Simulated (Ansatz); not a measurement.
# C2H3Cl2F (1,1-dichloro-1-fluoroethane) at B3LYP/6-31G(d) (Cartesian functions)

Aim: the energy change on altering one bond length of C2H3Cl2F (1,1-dichloro-1-fluoroethane) at B3LYP/6-31G* (Cartesian functions), from 2 runs. 

The results are computed with Ansatz 0.2.0.

69 further runs of the same task are left out: 1 that didn't finish, 68 set aside as unsound or not needed.

## Step 1: The molecule

C2H3Cl2F has 8 atoms, charge 0, and is taken as a singlet. As SMILES, `CC(F)(Cl)Cl`. The coordinates come from a PBE0-D4/def2-TZVP relaxation.

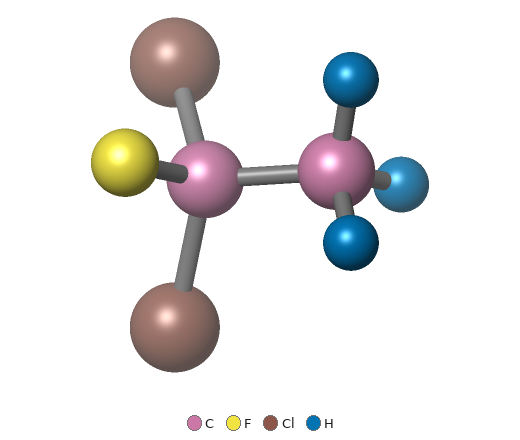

Viewed from a chosen angle; carbon pink, fluorine yellow, chlorine brown, hydrogen blue.

## Step 2: The energy at B3LYP/6-31G(d) (Cartesian functions)

Contents of in.yaml:

```yaml
crystal:
  periodic: [false, false, false]
  atoms:
    - {symbol: C, position_ang: [-0.133500, -0.505900, 0.646300]}
    - {symbol: C, position_ang: [0.199400, 0.391300, -0.511300]}
    - {symbol: F, position_ang: [1.523600, 0.643200, -0.537400]}
    - {symbol: Cl, position_ang: [-0.232400, -0.372700, -2.055900]}
    - {symbol: Cl, position_ang: [-0.641100, 1.950200, -0.373000]}
    - {symbol: H, position_ang: [0.163400, -0.011800, 1.572000]}
    - {symbol: H, position_ang: [0.414900, -1.442000, 0.535900]}
    - {symbol: H, position_ang: [-1.202100, -0.709300, 0.667600]}
basis:
  gaussian:
    orbitals: "6-31G*"
accuracy: high
hamiltonian:
  xc: {name: B3LYP}
output: {orbitals: {seedname: orbitals}}
```

On the command line:

```console
ansatz run in.yaml --threads 1 --pin off --max-ram 3480MiB --events-out events.jsonl --progress --plain --runs-dir runs
```

The program printed:

```text
Warning: RAYON_NUM_THREADS=1 ignored (pool sized by the plan → 1); use --threads N
Functional definition: B3LYP
  name "B3LYP"
  parameter a0 = 0.2
  parameter ax = 0.72
  parameter ac = 0.81
  exchange = (1 - a0 - ax)*slater_x + ax*b88_x + a0*exact_x
  correlation = (1 - ac)*vwn_rpa_c + ac*lyp_c
1990 factors; integrals over basis functions are off by at most 3.9e-9 eV
mean field evaluation 1: about -29881.5539 eV, gradient 3.9e1 eV
mean field evaluation 2: about -29880.5865 eV, gradient 4.5e1 eV
mean field evaluation 4: about -29884.6898 eV, gradient 1.8e0 eV
mean field evaluation 8: about -29884.7935 eV, gradient 1.6e-1 eV
mean field evaluation 16: about -29884.7935 eV, gradient 1.5e-5 eV
mean field -29884.79352291 eV, -1098.2459053263 hartree, gradient 8.8e-9 eV, S^2 0.000000; 0 other end points of the search recorded, 0 dependent functions left out
reference -29884.79355728 eV, -1098.2459065895 hartree; 29, 29 occupied and 60, 60 virtual orbitals, 1990 factors
Total energy: -29884.79355728 eV, -1098.2459065895 hartree
```

Wall time 8.4 s (1 thread of Arm Neoverse V2, shared host); peak memory 0.33 GiB.

## Step 3: The distorted shape at the same level

Contents of input.yaml:

```yaml
crystal:
  periodic: [false, false, false]
  atoms:
    - {symbol: C, position_ang: [0.875116, -2.376610, 0.480337]}
    - {symbol: C, position_ang: [1.208016, -1.479410, -0.677263]}
    - {symbol: F, position_ang: [2.532216, -1.227510, -0.703363]}
    - {symbol: Cl, position_ang: [0.776216, -2.243410, -2.221863]}
    - {symbol: Cl, position_ang: [-0.641100, 1.950200, -0.373000]}
    - {symbol: H, position_ang: [1.172016, -1.882510, 1.406037]}
    - {symbol: H, position_ang: [1.423516, -3.312710, 0.369937]}
    - {symbol: H, position_ang: [-0.193484, -2.580010, 0.501637]}
basis:
  gaussian: {orbitals: "6-31G*"}
accuracy: high
output: {orbitals: {seedname: orbitals}}
hamiltonian: {xc: {name: B3LYP}}
```

On the command line:

```console
ansatz run input.yaml --threads 1 --pin off --max-ram 3480MiB --events-out events.jsonl --progress --plain --runs-dir runs
```

The program printed:

```text
Warning: RAYON_NUM_THREADS=1 ignored (pool sized by the plan → 1); use --threads N
Functional definition: B3LYP
  name "B3LYP"
  parameter a0 = 0.2
  parameter ax = 0.72
  parameter ac = 0.81
  exchange = (1 - a0 - ax)*slater_x + ax*b88_x + a0*exact_x
  correlation = (1 - ac)*vwn_rpa_c + ac*lyp_c
1879 factors; integrals over basis functions are off by at most 8.7e-9 eV
mean field evaluation 1: about -29873.8359 eV, gradient 4.5e1 eV
mean field evaluation 2: about -29592.8129 eV, gradient 1.9e2 eV
mean field evaluation 4: about -29861.8309 eV, gradient 5.4e1 eV
mean field evaluation 8: about -29880.8185 eV, gradient 4.5e0 eV
mean field evaluation 16: about -29880.9825 eV, gradient 8.7e-3 eV
mean field evaluation 32: about -29880.9825 eV, gradient 2.5e-7 eV
mean field evaluation 64: about -29880.8640 eV, gradient 2.2e0 eV
mean field -29880.98248202 eV, -1098.1058521570 hartree, gradient 2.6e-8 eV, S^2 0.000000; 4 other end points of the search recorded, 0 dependent functions left out
reference -29880.98252261 eV, -1098.1058536484 hartree; 29, 29 occupied and 60, 60 virtual orbitals, 1879 factors
Total energy: -29880.98252261 eV, -1098.1058536484 hartree
```

It took 14 s on 1 thread of Arm Neoverse V2, shared host; peak memory 0.3 GiB.

## Step 4: Summary of results

At B3LYP/6-31G* (Cartesian functions):

| quantity | value |
| --- | --- |
| first shape: total energy | -1098.24591 Eh |
| first shape: HOMO energy | -8.47 eV |
| first shape: LUMO energy | -0.31 eV |
| first shape: HOMO–LUMO gap | 8.15 eV |
| distorted shape: total energy | -1098.10585 Eh |
| distorted shape: HOMO energy | -6.92 eV |
| distorted shape: LUMO energy | -5.86 eV |
| distorted shape: HOMO–LUMO gap | 1.06 eV |
| energy change with the C2–Cl5 bond stretched from 1.776 to 3.908 Å | 3.811 eV |

One bond (distorted shape) is far stretched, which a spin-restricted single reference describes badly; a broken-symmetry solution may lie lower. With the C2–Cl5 bond stretched from 1.776 to 3.908 Å the energy rises by 3.81 eV (368 kJ/mol). The first shape isn't relaxed at this level, so the change isn't measured from a minimum. A restricted reference can't describe the breaking bond well at this length.
